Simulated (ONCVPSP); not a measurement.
**Pseudopotential generation for Ag**

System: silver (Ag, Z = 47), core [Ar] 3d10, reference valence 4s2 4p6 4d10 5s0.5 5p0.5, valence charge 19.
Method: ONCV potential, PBEsol, scalar-relativistic, made with ONCVPSP 4.0.1.

**Key numbers**

- outcome: generated
- cutoffs needed: 36 Ha and 100 Ha (the cutoffs at which the residual kinetic energy of the hardest occupied pseudo-wave falls to 1 and 0.1 mHa per electron)
- ghost test: no bound ghost flagged; no localised positive-energy state flagged (flags above 300 eV left out)
- configuration tests: 1 of 4 tests not solved
- rms error of d²Exc/dni dnj: 1.95 mHa without and 0.33 mHa with the model core
- largest excitation error among the tests solved: -71 meV (all-electron minus pseudo) for 4s1 4p6 4d10 5s1 5p0
- range over which the phases arctan(r R′/R) at the test radius agree within 0.05 rad (a looser test near the poles than one of phase shifts): s: over the whole range computed; p: over the whole range computed; d: over the whole range computed; f: over the whole range computed
- hardware: 1 CPU thread, shared host
- wall time: 5.8 s

**Remarks**

Warnings of the program, in the generation or the tests: psatom: WARNING lschvkbb convergence error n,l,iter= 3 1 4.

**Input file**
```
# ATOM AND REFERENCE CONFIGURATION
# atsym  z   nc   nv     iexc    psfile
  Ag 47.00    6    5  -116133      upf
#
#   n    l    f
    1    0    2.00
    2    0    2.00
    2    1    6.00
    3    0    2.00
    3    1    6.00
    3    2   10.00
    4    0    2.00
    4    1    6.00
    4    2   10.00
    5    0    0.50
    5    1    0.50
#
# PSEUDOPOTENTIAL AND OPTIMIZATION
# lmax
    3
#
#   l,   rc,      ep,       ncon, nbas, qcut
    0    1.20    0.00    4    8    8.20
    1    1.65    0.00    3    7    7.40
    2    1.20    0.00    3    8   14.20
    3    1.60    0.11    4    9    6.70
#
# LOCAL POTENTIAL
# lloc, lpopt,  rc(5),   dvloc0
    2    5    1.20    0.00
#
# VANDERBILT-KLEINMAN-BYLANDER PROJECTORs
# l, nproj, debl
    0    3    3.70
    1    2    3.80
    2    0    0.90
    3    2    2.20
#
# MODEL CORE CHARGE
# icmod, fcfact, rcfact
    2    0.25    0.95
#
# LOG DERIVATIVE ANALYSIS
# epsh1, epsh2, depsh
   -5.00    5.00    0.04
#
# OUTPUT GRID
# rlmax, drl
    6.00    0.01
#
# TEST CONFIGURATIONS
# ncnf
    4
# nvcnf
#   n    l    f
    5
    4    0    2.00
    4    1    6.00
    4    2   10.00
    5    0    1.00
    5    1    0.00
#
    5
    4    0    2.00
    4    1    6.00
    4    2   10.00
    5    0    0.00
    5    1    0.00
#
    5
    4    0    2.00
    4    1    6.00
    4    2    9.00
    5    0    0.00
    5    1    0.00
#
    5
    4    0    1.00
    4    1    6.00
    4    2   10.00
    5    0    1.00
    5    1    0.00
#
```

Command:
```bash
oncvpsp.x < Ag.dat > Ag.out
```

**Output (extracts)**
```
ONCVPSP  (Optimized Norm-Conservinng Vanderbilt PSeudopotential)
scalar-relativistic version 4.0.1

#   n    l    f        energy (Ha)
    1    0    2.00    -9.3039631E+02
    2    0    2.00    -1.3702858E+02
    2    1    6.00    -1.2293698E+02
    3    0    2.00    -2.5143487E+01
    3    1    6.00    -2.0515930E+01
    3    2   10.00    -1.3212883E+01
    4    0    2.00    -3.5299631E+00
    4    1    6.00    -2.1906059E+00
    4    2   10.00    -3.1332115E-01
    5    0    0.50    -1.8979629E-01
    5    1    0.50    -4.5075466E-02

Reference configufation results
  iterations    29
  all-electron total energy (Ha)   -5.31343300D+03

Begin loop to  construct optimized pseudo wave functions
and semi-local pseudopoentials for all angular momenta

   Wellstate for l =  0  n =  6
     eigenvalue =   3.5102
     asymptotic potential =   4.0102
     half-point radius =  2.2512

Calculating optimized projector #   1

 for l=   0

    Fraction of norm inside rc  0.832959
    Optimizing pswf for qcut=   8.19 a_B^-1,  ecut=  33.53 Ha
    Residual kinetic energy error=  5.02D-04 Ha

    Energy error per electron        Cutoff
         Ha          eV             Ha
         0.01000     0.27211       25.23
         0.00100     0.02721       31.43
         0.00010     0.00272       99.88
         0.00001     0.00027      129.66

Calculating optimized projector #   2

 for l=   0

    Fraction of norm inside rc  0.031670
    Optimizing pswf for qcut=   8.19 a_B^-1,  ecut=  33.53 Ha
    Residual kinetic energy error=  1.12D-04 Ha

    Energy error per electron        Cutoff
         Ha          eV             Ha
         0.01000     0.27211       19.30
         0.00100     0.02721       27.48
         0.00010     0.00272       34.18
         0.00001     0.00027       76.25

Calculating optimized projector #   3

 for l=   0

    Fraction of norm inside rc  0.060162
    Optimizing pswf for qcut=   8.19 a_B^-1,  ecut=  33.53 Ha
    Residual kinetic energy error=  9.25D-04 Ha

    Energy error per electron        Cutoff
         Ha          eV             Ha
         0.01000     0.27211       25.58
         0.00100     0.02721       33.28
         0.00010     0.00272       56.18
         0.00001     0.00027       96.45

Calculating optimized projector #   1

 for l=   1

    Fraction of norm inside rc  0.945243
    Optimizing pswf for qcut=   7.41 a_B^-1,  ecut=  27.46 Ha
    Residual kinetic energy error=  9.31D-07 Ha

    Energy error per electron        Cutoff
         Ha          eV             Ha
         0.01000     0.27211       15.16
         0.00100     0.02721       19.16
         0.00010     0.00272       22.36
         0.00001     0.00027       25.14

Calculating optimized projector #   2

 for l=   1

    Fraction of norm inside rc  0.016181
    Optimizing pswf for qcut=   7.41 a_B^-1,  ecut=  27.46 Ha
    Residual kinetic energy error=  9.46D-08 Ha

    Energy error per electron        Cutoff
         Ha          eV             Ha
         0.01000     0.27211        8.69
         0.00100     0.02721       13.65
         0.00010     0.00272       17.80
         0.00001     0.00027       21.22

Calculating optimized projector #   1

 for l=   2

    Fraction of norm inside rc  0.446817
    Optimizing pswf for qcut=  14.22 a_B^-1,  ecut= 101.06 Ha
    Residual kinetic energy error=  1.94D-09 Ha

    Energy error per electron        Cutoff
         Ha          eV             Ha
         0.01000     0.27211       27.32
         0.00100     0.02721       36.23
         0.00010     0.00272       44.39
         0.00001     0.00027       51.15

   Wellstate for l =  3  n =  4
     eigenvalue =   0.1100
     asymptotic potential =   0.6100
     half-point radius = 21.4410

   Wellstate for l =  3  n =  5
     eigenvalue =   2.3100
     asymptotic potential =   2.8100
     half-point radius =  3.1942

Calculating optimized projector #   1

 for l=   3

    Fraction of norm inside rc  0.000030
    Optimizing pswf for qcut=   6.69 a_B^-1,  ecut=  22.40 Ha
    Residual kinetic energy error=  1.89D-07 Ha

    Energy error per electron        Cutoff
         Ha          eV             Ha
         0.01000     0.27211        0.23
         0.00100     0.02721        0.44
         0.00010     0.00272        1.63
         0.00001     0.00027        9.40

Calculating optimized projector #   2

 for l=   3

    Fraction of norm inside rc  0.339699
    Optimizing pswf for qcut=   6.69 a_B^-1,  ecut=  22.40 Ha
    Residual kinetic energy error=  4.09D-02 Ha

    Energy error per electron        Cutoff
         Ha          eV             Ha
         0.01000     0.27211       27.13
         0.00100     0.02721       72.66
         0.00010     0.00272      153.00
         0.00001     0.00027      169.91

Construct Vanderbilt / Kleinmman-Bylander projectors

B matrix Hermiticity error, ll=   0
   1   2    4.2331E-04
   1   3   -1.2676E-03
   2   3    1.9143E-04

  Orthonormal projector coefficients  2.5281E+01  8.2345E+00  2.1451E+00

B matrix Hermiticity error, ll=   1
   1   2    1.2894E-04

  Orthonormal projector coefficients  4.9295E+00  6.7131E-01

B matrix Hermiticity error, ll=   3
   1   2    1.3899E-06

  Orthonormal projector coefficients -9.5891E+00 -2.8288E+00

Model core correction analysis
  based on d2Exc/dn_idn_j

d2excae - all-electron derivatives

   -3.316532D-02   -2.975213D-02   -1.861108D-02   -1.646415D-03
   -5.124885D-04
   -2.975230D-02   -2.782645D-02   -1.916230D-02   -2.052815D-03
   -5.538541D-04
   -1.861132D-02   -1.916242D-02   -1.843130D-02   -8.132800D-03
   -2.915577D-03
   -1.646348D-03   -2.052522D-03   -8.130133D-03   -3.262733D-02
   -2.426133D-02
   -5.124865D-04   -5.537767D-04   -2.911464D-03   -2.424411D-02
   -3.695999D-02

d2excps - pseudofunction derivatives with no core correction

   -3.814995D-02   -3.423620D-02   -2.076514D-02   -2.010818D-03
   -6.259862D-04
   -3.423642D-02   -3.149205D-02   -2.078636D-02   -2.426399D-03
   -6.596774D-04
   -2.076547D-02   -2.078651D-02   -1.944599D-02   -8.263903D-03
   -2.953195D-03
   -2.010766D-03   -2.426126D-03   -8.261238D-03   -3.265213D-02
   -2.426992D-02
   -6.259908D-04   -6.596053D-04   -2.949083D-03   -2.425270D-02
   -3.696233D-02

rms 2nd derivative error    1.946417E-03

amplitude prefactor, scale prefactor
   10.6979    1.1650

d2excps - pseudofunction derivatives with core correction

   -3.231406D-02   -2.925557D-02   -1.919166D-02   -1.571406D-03
   -4.885215D-04
   -2.925573D-02   -2.724778D-02   -1.944173D-02   -2.050137D-03
   -5.423079D-04
   -1.919188D-02   -1.944182D-02   -1.899655D-02   -8.141086D-03
   -2.915329D-03
   -1.571331D-03   -2.049843D-03   -8.138420D-03   -3.262044D-02
   -2.425984D-02
   -4.885166D-04   -5.422290D-04   -2.911217D-03   -2.424262D-02
   -3.695915D-02

rms 2nd derivative error    3.295644E-04

Pseudoatom total energy -147.414969

Diagnostic tests using Vanderbilt-Kleinman-Bylander pseudopotentials
  1 or more projectors used as specified by nproj input data

   l    rcore       rmatch      e in        delta e   norm test  slope test

   0   1.2021112   1.2386099  -3.5299631   0.0000163   1.0002236   1.0002459
   0   1.2021112   1.2386099  -0.1897963   0.0000105   1.0001261   1.0000894
   0   1.2021112   1.2386099   3.5102037   0.0002513   1.0005908   1.0005908

   1   1.6505840   1.7006993  -2.1906059  -0.0000004   1.0001763   1.0001743
   1   1.6505840   1.7006993  -0.0450755   0.0000023   1.0000686   1.0000454

   2   1.2021112   1.2386099  -0.3133211   0.0000027   1.0000038   1.0000020

   3   1.6019454   1.6505840   0.1100000   0.0000204   1.0000478   1.0000478
   3   1.6019454   1.6505840   2.3100000   0.0000138   1.0002153   1.0002153

 Testing for bound ghosts
   n   l    E NL Schr. Eq   E Basis Diag.   E Cutoff

   1   0       -3.529947       -3.529933    241.88
   2   0       -0.189786        0.064767    241.88

   2   1       -2.190606       -2.190602     82.36
   3   1       -0.045073        0.100084     82.36

 Testing for highly-localized positive-energy ghosts
       l    <radius>/rc     E Basis Diag.   E Cutoff

       0        0.686079       24.614158    241.88  WARNING - GHOST(+)

Test configuration 0

   n   l     f        eae           eps        diff
   1   0  2.0000 -930.39630808
   2   0  2.0000 -137.02858075
   2   1  6.0000 -122.93697886
   3   0  2.0000  -25.14348709
   3   1  6.0000  -20.51593034
   3   2 10.0000  -13.21288332
   4   0  2.0000   -3.52996306   -3.52994677    1.63D-05
   4   1  6.0000   -2.19060590   -2.19060629   -3.93D-07
   4   2 10.0000   -0.31332115   -0.31331846    2.69D-06
   5   0  0.5000   -0.18979629   -0.18978575    1.05D-05
   5   1  0.5000   -0.04507547   -0.04507313    2.33D-06

    Total energies and differences
      AE_ref= -5.31343300D+03  AE_tst= -5.31343300D+03  dif=  0.00D+00
      PS_ref= -1.47414969D+02  PS_tst= -1.47414969D+02  dif= -2.84D-14
      PSP excitation error=  2.84D-14

Test configuration 1

   n   l     f        eae           eps        diff
   1   0  2.0000 -930.35701219
   2   0  2.0000 -136.99047868
   2   1  6.0000 -122.89883150
   3   0  2.0000  -25.10483980
   3   1  6.0000  -20.47729013
   3   2 10.0000  -13.17436085
   4   0  2.0000   -3.49003526   -3.48995167    8.36D-05
   4   1  6.0000   -2.15033603   -2.15032101    1.50D-05
   4   2 10.0000   -0.27389483   -0.27389507   -2.44D-07
   5   0  1.0000   -0.16247501   -0.16246357    1.14D-05

    Total energies and differences
      AE_ref= -5.31343300D+03  AE_tst= -5.31350355D+03  dif= -7.05D-02
      PS_ref= -1.47414969D+02  PS_tst= -1.47485526D+02  dif= -7.06D-02
      PSP excitation error=  8.53D-06

Test configuration 2

   n   l     f        eae           eps        diff
   1   0  2.0000 -930.65753480
   2   0  2.0000 -137.28676295
   2   1  6.0000 -123.19535569
   3   0  2.0000  -25.40264045
   3   1  6.0000  -20.77507942
   3   2 10.0000  -13.47176177
   4   0  2.0000   -3.79194555   -3.79212922   -1.84D-04
   4   1  6.0000   -2.45351131   -2.45359147   -8.02D-05
   4   2 10.0000   -0.57486795   -0.57486144    6.51D-06

    Total energies and differences
      AE_ref= -5.31343300D+03  AE_tst= -5.31321889D+03  dif=  2.14D-01
      PS_ref= -1.47414969D+02  PS_tst= -1.47200821D+02  dif=  2.14D-01
      PSP excitation error= -3.37D-05

Test configuration 3

psatom: WARNING lschvkbb convergence error n,l,iter=   3   1   4
ea(ii),et,emin,emax -4.926418E-02 -5.419060E-02 -5.419060E-02 -5.419060E-02
run_config: WARNING for fully non-local PS atom, stg. 1
 WARNING no output for configuration 4

Test configuration 4

   n   l     f        eae           eps        diff
   1   0  2.0000 -931.00546937
   2   0  2.0000 -137.59716146
   2   1  6.0000 -123.50807865
   3   0  2.0000  -25.70759840
   3   1  6.0000  -21.07986603
   3   2 10.0000  -13.77531147
   4   0  1.0000   -4.02482038   -4.02727616   -2.46D-03
   4   1  6.0000   -2.67207448   -2.67527723   -3.20D-03
   4   2 10.0000   -0.74582734   -0.74528288    5.44D-04
   5   0  1.0000   -0.47360388   -0.47385014   -2.46D-04

    Total energies and differences
      AE_ref= -5.31343300D+03  AE_tst= -5.30975611D+03  dif=  3.68D+00
      PS_ref= -1.47414969D+02  PS_tst= -1.43735481D+02  dif=  3.68D+00
      PSP excitation error= -2.60D-03
```

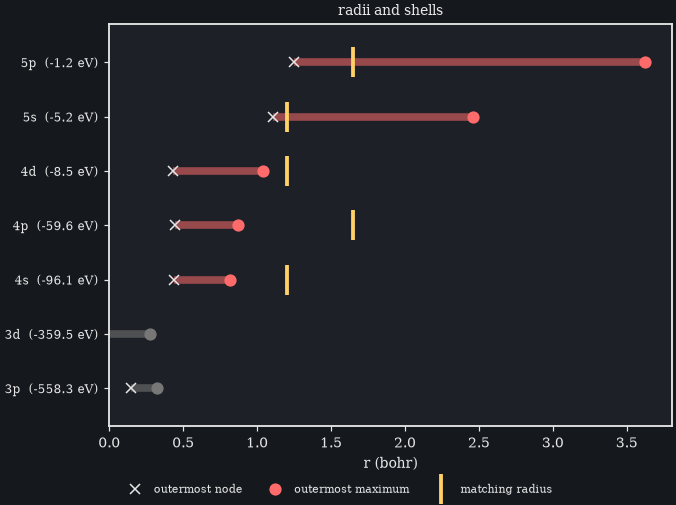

**Figure 1.** Outer shells of the all-electron reference atom: each bar runs from the outermost node (or the nucleus) to the outermost maximum of u(r); the tick is the radius chosen for the pseudo-wave. Shells without a tick have no pseudo-wave of their own. Levels, nodes and maxima are from ld1.x, scalar-relativistic.

- Radii against the shells: 4s: 1.20 bohr, outside the maximum; 4p: 1.65 bohr, outside the maximum; 4d: 1.20 bohr, outside the maximum; 5s: 1.20 bohr, between node and maximum; 5p: 1.65 bohr, between node and maximum.

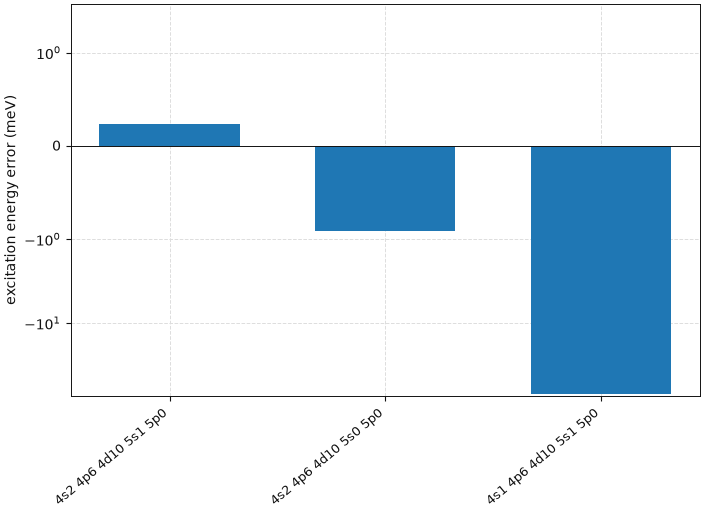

**Figure 2.** Errors, all-electron minus pseudo, of the energies of valence configurations relative to the unpolarised reference 4s2 4p6 4d10 5s0.5 5p0.5. Not all tests gave a result: 1 of 4 tests not solved.

- Worst configuration: 4s1 4p6 4d10 5s1 5p0 (charge +1): the error is -71 meV on an all-electron energy of +100.05 eV relative to the reference, or 0.071 %.
- Configurations within 10 meV and within 50 meV: 2 and 2 of 3.

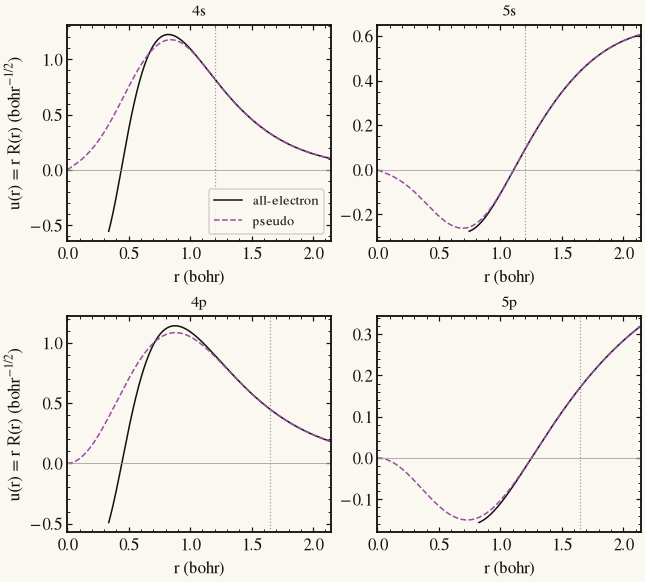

**Figure 3.** Pseudo-waves (dashed) against the all-electron radial functions (solid). Dotted lines mark the matching radii. The innermost oscillations of some all-electron curves aren't drawn. Pseudo-waves: 4s has no node; 5s has a node at about 1.1 bohr; 4p has no node; 5p has a node at about 1.3 bohr. A node in 5s and 5p is expected, since a lower shell of the same l is also in the valence and the two must stay orthogonal.

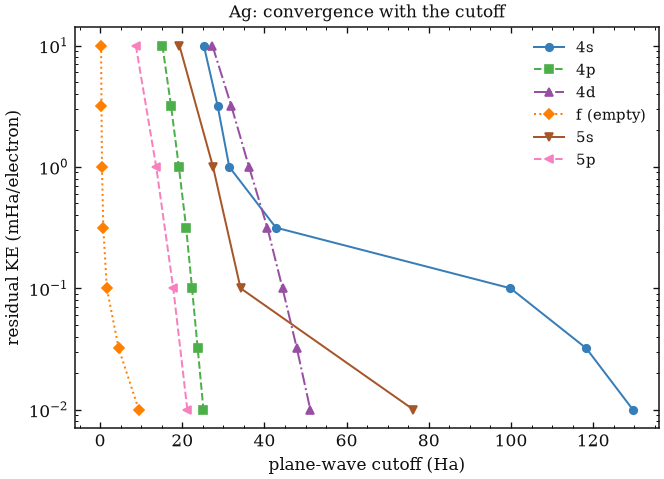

**Figure 4.** Residual kinetic energy of the pseudo-waves (the first of each channel, and further valence shells) beyond the plane-wave cutoff, as the generator prints it.

- Cutoffs for the occupied states: 36 Ha for 1 mHa and 100 Ha for 0.1 mHa per electron. The first is set by 4d.
- Cutoffs for 1 mHa per electron: 4d: 36 Ha; 4s: 31 Ha; 5s: 27 Ha; 4p: 19 Ha; 5p: 14 Ha; f (empty): 0.4 Ha.
- Hardest wave at 1 mHa per electron: 4d, with rc = 1.20 bohr and qcut = 14.2 1/bohr. The optimisation minimises, but can't always remove, the kinetic energy above qcut²/2 = 100.8 Ha, and a larger rc would as a rule soften the wave at some cost in transferability.

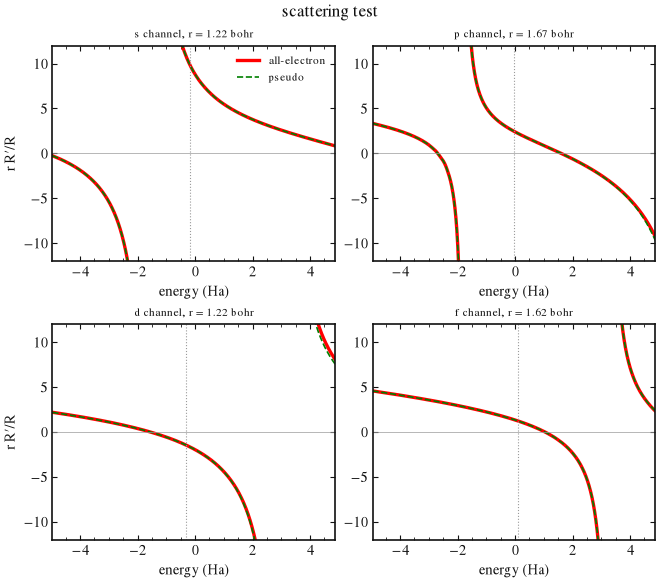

**Figure 5.** Logarithmic derivatives r R′/R at the test radius against energy, all-electron atom (solid) and pseudo-atom (dashed). Here R(r) is the radial function. The dotted line marks the reference energy of the channel.

- Zeros of the logarithmic derivative: s: all-electron nowhere, pseudo nowhere; p: all-electron -2.7 and 1.6 Ha, pseudo -2.7 and 1.6 Ha; d: all-electron -1.6 Ha, pseudo -1.6 Ha; f: all-electron 1.0 Ha, pseudo 1.0 Ha.
- Ghost states: the plot shows none: pseudo and all-electron curves have the same branches in all channels drawn. The separate test gives: no bound ghost flagged; no localised positive-energy state flagged (flags above 300 eV left out).
- Poles, where the radial function vanishes at the test radius: s: all-electron at -1.5 Ha, pseudo at -1.5 Ha; p: all-electron at -1.8 Ha, pseudo at -1.8 Ha; d: all-electron at 3.1 Ha, pseudo at 3.0 Ha; f: all-electron at 3.3 Ha, pseudo at 3.3 Ha.
